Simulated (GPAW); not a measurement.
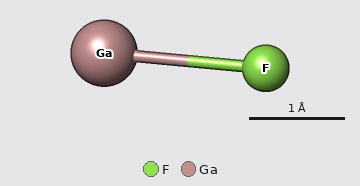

Figure 1. The starting structure (ball-and-stick view, seen at a tilt). Sticks mark near contacts. Bond lengths as drawn: F–Ga 1.80 Å.

# Geometry relaxation, with input and output: GaF (part 1 of 2)

System: GaF, SMILES [F][Ga].
Method: C09-vdW/plane waves, scalar-relativistic datasets (GPAW 26.7.0).

The geometry comes from this level: GFN2-xTB.

### Input (gs_relax.py)
```python
from ase.io import read, write
from ase.optimize import FIRE2
from gpaw import GPAW, PW

# Structure
molecule = read('gs.xyz')
molecule.set_cell([11.0, 11.0, 11.0])
molecule.center()

# Calculator
gpaw_calc = GPAW(mode=PW(500),
                 xc={'name': 'C09-vdW', 'backend': 'libvdwxc'},
                 maxiter=150,
                 symmetry='off',
                 txt='-')
molecule.calc = gpaw_calc

opt = FIRE2(molecule, trajectory='gs.traj')
converged = opt.run(fmax=0.05, steps=100)
print('Converged:', converged)
print(f'Final energy = {molecule.get_potential_energy():.5f} eV')
print(f'r(Ga1-F0)               {molecule.get_distance(1, 0):.4f} Ang')
write('relaxed.xyz', molecule)
```

### File gs.xyz
```
2

F      0.000000     0.000000     0.000000
Ga     0.000000     0.000000     1.799150
```

Launched with:
```bash
OMP_NUM_THREADS=1 python gs_relax.py
```

### What the program printed
```
__  _  _
 | _ |_)|_||  |
 |__||  | ||/\| - 26.7.0

units:  Angstrom and eV
cores:  1
OpenMP: False

Versions:
  Python: 3.12.14
  ASE:    3.29.0
  Numpy:  2.5.5
  Scipy:  1.18.1
  Libxc:  7.0.0

        _gpaw.cpython-312-x86_64-linux-gnu.so

Input parameters:
  mode=PW(ecut=500.0),
  maxiter=150,
  symmetry=Symmetry(point_group=False, time_reversal=False),
  xc=XC(name='C09-vdW', backend='libvdwxc')

Diagonalizing LCAO Hamiltonian
Converting LCAO to pw mode
        .--------------------------.
       /|                          |
      / |                          |
     /  |                          |
    /   |                          |
   /    |                          |
  /     |                          |
 *      |                          |
 |      |                          |
 |      |         Ga               |
 |      |                          |
 |      |                          |
 |      |         F                |
 |      |                          |
 |      .--------------------------.
 |     /                          /
 |    /                          /
 |   /                          /
 |  /                          /
 | /                          /
 |/                          /
 *--------------------------*

Atoms  # Å, Bohr magnetons
|   | symbol |        x |        y |        z |    initial magnetic moments |
|---|--------|----------|----------|----------|-----------------------------|
| 0 |      F | 5.500000 | 5.500000 | 4.600425 | ( 0.0000,  0.0000,  0.0000) |
| 1 |     Ga | 5.500000 | 5.500000 | 6.399575 | ( 0.0000,  0.0000,  0.0000) |

Unit cell  # Å
| periodic |         x |         y |         z |   lengths |    angles |
|----------|-----------|-----------|-----------|-----------|-----------|
|       no | 11.000000 |  0.000000 |  0.000000 | 11.000000 | 90.000000 |
|       no |  0.000000 | 11.000000 |  0.000000 | 11.000000 | 90.000000 |
|       no |  0.000000 |  0.000000 | 11.000000 | 11.000000 | 90.000000 |

Number of symmetries: 1
Symmetry operations  # r_c * U_cc + t_c -> r_c
|   | kind |            matrix            |
|---|------|------------------------------|
| 0 |  E   |  1, 0, 0,  0, 1, 0,  0, 0, 1 |

BZ-sampling:
  Number of BZ points: 1
  Number of IBZ points: 1

  Monkhorst-Pack size: [1, 1, 1]
  Monkhorst-Pack shift: [0, 0, 0]

K-points  # in reciprocal-cell coordinates
|   |                                coordinates |     weight |
|---|--------------------------------------------|------------|
| 0 | (  0.00000000,   0.00000000,   0.00000000) | 1.00000000 |

Plane wave coefficients: 16917
Cutoff: 500.0 eV

Spin-components: 1 (collinear spins)
Bands:           8
Projectors:      10
Spin-degeneracy: 2
Datatype:        float64

  Storage: CPU
  Wave functions: 2_165_376 bytes (2_165_376 per core)
  Projectors: 5_684_112 bytes (5_684_112 per core)

Parallelization:
  kpt:    1
  domain: 1
  band:   1

Density:
  Valence electrons: 10.0
  Components: 1
  Grid points: [60 60 60]
  Charge: 0.0  # |e|

Potential:
  Grid points: [60 60 60]

species:
  F:
    name:    Fluorine
    Z:       9.0
    valence: 7
    core:    2
    charge:  0.0  # [|e|]
    file:    F.PBE.gz
    compensation charges:
      type: gauss
      rc: 0.20  # [Å]
      lmax: 2
    cutoffs:
      filter: 1.14  # [Å]
      core: 0.74  # [Å]
    projectors
    | kind |    occ | energy [eV] | rcut [Å] |
    |------|--------|-------------|----------|
    |   2s |  2.000 |     -29.898 |    0.635 |
    |   2p |  5.000 |     -11.110 |    0.635 |
    |    s |        |      -2.687 |    0.635 |
    |    p |        |      16.102 |    0.635 |
    |    d |        |       0.000 |    0.635 |

    Using partial waves for F as LCAO basis

  Ga:
    name:    Gallium
    Z:       31.0
    valence: 3
    core:    28
    charge:  0.0  # [|e|]
    file:    Ga.PBE.gz
    compensation charges:
      type: gauss
      rc: 0.37  # [Å]
      lmax: 2
    cutoffs:
      filter: 2.06  # [Å]
      core: 4.17  # [Å]
    projectors
    | kind |    occ | energy [eV] | rcut [Å] |
    |------|--------|-------------|----------|
    |   4s |  2.000 |      -8.945 |    1.164 |
    |   4p |  1.000 |      -2.580 |    1.164 |
    |    s |        |      18.266 |    1.164 |
    |    p |        |      24.631 |    1.164 |
    |    d |        |       0.000 |    1.164 |

    Using partial waves for Ga as LCAO basis

Reference energy: -55598.752314  # eV

eigensolver:
  PPCG
  Converge bands: occupied
  niter=2

density mixing:
  MSR1-Mixer
  Pratt-step length: 0.05
  Maximum mixing coefficient: 0.75
  Old densities: 10
  SVD Regularization: 0.005
  Good broyden scale: 1.0
  Trust region scale: 1.0
  Backstep threshold: 4.0
  History deletion threshold: 6.0
  Fourier metric: weight=20.0, sigma=0.015

occupation numbers:
  # Zero width

poisson solver:
  ecut: 4000.0  # eV

xc functional:
  name: vdW-C09 with libvdwxc
  Mode: serial
  Semilocal: GGA_X_C09X+LDA_C_PW with 2 nearest neighbor stencil
  Corresponding non-local functional: vdW-DF
  Local blocksize: 120 x 120 x 120
  PAW datasets: PBE

Initialization done in: 6.334 s

convergence criteria:
- Maximum [total energy] change in last 3 cyles: 0.0005 eV / valence electron
- Maximum integral of absolute [dens]ity change: 0.0001 electrons / valence electron
- Maximum integral of absolute [eigenst]ate change: 4e-08 eV^2 / valence electron
maximum number of iterations: 150

SCF iterations
|iter     |     time |      energy | eigst |  dens |
|---------|----------|-------------|-------|-------|
|iter:   1| 00:00:06 |   22.529610 | -0.41 |       |
|iter:   2| 00:00:10 |   22.827015 | -1.65 | -0.86 |
|iter:   3| 00:00:14 |   23.677762 | -0.38 | -0.90 |
|iter:   4| 00:00:18 |   23.710964 | -1.87 | -1.21 |
|iter:   5| 00:00:22 |   23.721158 | -2.69 | -1.52 |
|iter:   6| 00:00:25 |   23.721360 | -3.92 | -2.43 |
|iter:   7| 00:00:30 |   23.721326c| -5.01 | -2.83 |
|iter:   8| 00:00:35 |   23.721325c| -6.01 | -3.39 |
|iter:   9| 00:00:38 |   23.721325c| -7.02 | -4.09c|
|iter:  10| 00:00:42 |   23.721325c| -7.65c| -4.77c|

Converged in 10 steps
SCF loop duration: 35.497 s (3.550 s/step)
Energy contributions relative to reference atoms: (reference = -55598.752314)

Energy contributions:
  Kinetic:          14.641131
  Coulomb:         -14.658552
  Zero:              0.267256
  External:          0.000000
  Xc:               23.471490
  Entropy:           0.000000
  Spinorbit:         0.000000
  ----------------------------
  Free energy:      23.721325
  Extrapolated:     23.721325

dipole moment: (-0.000080, -0.000080, 0.510654)  # |e|*Ang

Fermi level: -4.340
Eigenvalues  # (at kpt = [0.000, 0.000, 0.000])
| band index |      eig [eV] | occ [0-2] |
|------------|---------------|-----------|
|          0 |       -26.968 |     2.000 |
|          1 |       -10.469 |     2.000 |
|          2 |        -8.366 |     2.000 |
|          3 |        -8.366 |     2.000 |
|          4 |        -6.704 |     2.000 |
|          5 |        -1.977 |     0.000 |
|          6 |        -1.977 |     0.000 |
|          7 |        -0.418 |     0.000 |

Gap: 4.727 eV
Transition (v -> c):
  (s=0, k=0, n=4, [0.00, 0.00, 0.00]) -> (s=0, k=0, n=5, [0.00, 0.00, 0.00])
No difference between direct/indirect transitions
vacuum-level: 0.199  # V

Forces  # eV/Ang
|        x |        y |        z |
|----------|----------|----------|
| -0.00000 |  0.00000 | -1.11108 |  # F    0
| -0.00000 | -0.00000 |  1.11713 |  # Ga   1

Force computation time: 0.276  # s
       Step     Time          Energy          fmax
FIRE2:    0 00:00:42       23.721325        1.117127
        .--------------------------.
       /|                          |
      / |                          |
     /  |                          |
    /   |                          |
   /    |                          |
  /     |                          |
 *      |                          |
 |      |                          |
 |      |         Ga               |
 |      |                          |
 |      |                          |
 |      |         F                |
 |      |                          |
 |      .--------------------------.
 |     /                          /
 |    /                          /
 |   /                          /
 |  /                          /
 | /                          /
 |/                          /
 *--------------------------*

Atoms  # Å, Bohr magnetons
|   | symbol |        x |        y |        z |    initial magnetic moments |
|---|--------|----------|----------|----------|-----------------------------|
| 0 |      F | 5.500000 | 5.500000 | 4.589314 | ( 0.0000,  0.0000,  0.0000) |
| 1 |     Ga | 5.500000 | 5.500000 | 6.410746 | ( 0.0000,  0.0000,  0.0000) |

Unit cell  # Å
| periodic |         x |         y |         z |   lengths |    angles |
|----------|-----------|-----------|-----------|-----------|-----------|
|       no | 11.000000 |  0.000000 |  0.000000 | 11.000000 | 90.000000 |
|       no |  0.000000 | 11.000000 |  0.000000 | 11.000000 | 90.000000 |
|       no |  0.000000 |  0.000000 | 11.000000 | 11.000000 | 90.000000 |

Initialization done in: 3.279 s

convergence criteria:
- Maximum [total energy] change in last 3 cyles: 0.0005 eV / valence electron
- Maximum integral of absolute [dens]ity change: 0.0001 electrons / valence electron
- Maximum integral of absolute [eigenst]ate change: 4e-08 eV^2 / valence electron
maximum number of iterations: 150

SCF iterations
|iter     |     time |      energy | eigst |  dens |
|---------|----------|-------------|-------|-------|
|iter:   1| 00:00:45 |   23.697652 | -2.44 |       |
|iter:   2| 00:00:49 |   23.698925 | -4.24 | -2.19 |
|iter:   3| 00:00:53 |   23.702092c| -3.11 | -2.24 |
|iter:   4| 00:00:56 |   23.702839c| -4.03 | -2.54 |
|iter:   5| 00:01:00 |   23.703041c| -4.35 | -2.87 |
|iter:   6| 00:01:03 |   23.703047c| -5.78 | -3.24 |
|iter:   7| 00:01:07 |   23.703048c| -6.85 | -3.61 |
|iter:   8| 00:01:11 |   23.703048c| -7.53c| -4.21c|

Converged in 8 steps
SCF loop duration: 26.016 s (3.252 s/step)
Energy contributions relative to reference atoms: (reference = -55598.752314)

Energy contributions:
  Kinetic:          12.926870
  Coulomb:         -13.182659
  Zero:              0.262567
  External:          0.000000
  Xc:               23.696270
  Entropy:           0.000000
  Spinorbit:         0.000000
  ----------------------------
  Free energy:      23.703048
  Extrapolated:     23.703048

dipole moment: (0.000040, 0.000040, 0.541334)  # |e|*Ang

Fermi level: -4.375
Eigenvalues  # (at kpt = [0.000, 0.000, 0.000])
| band index |      eig [eV] | occ [0-2] |
|------------|---------------|-----------|
|          0 |       -26.832 |     2.000 |
|          1 |       -10.385 |     2.000 |
|          2 |        -8.247 |     2.000 |
|          3 |        -8.247 |     2.000 |
|          4 |        -6.738 |     2.000 |
|          5 |        -2.013 |     0.000 |
|          6 |        -2.013 |     0.000 |
|          7 |        -0.428 |     0.000 |

Gap: 4.725 eV
Transition (v -> c):
  (s=0, k=0, n=4, [0.00, 0.00, 0.00]) -> (s=0, k=0, n=5, [0.00, 0.00, 0.00])
No difference between direct/indirect transitions
vacuum-level: 0.198  # V

Forces  # eV/Ang
|       x |        y |        z |
|---------|----------|----------|
| 0.00000 |  0.00000 | -0.53546 |  # F    0
| 0.00000 | -0.00000 |  0.54529 |  # Ga   1
```
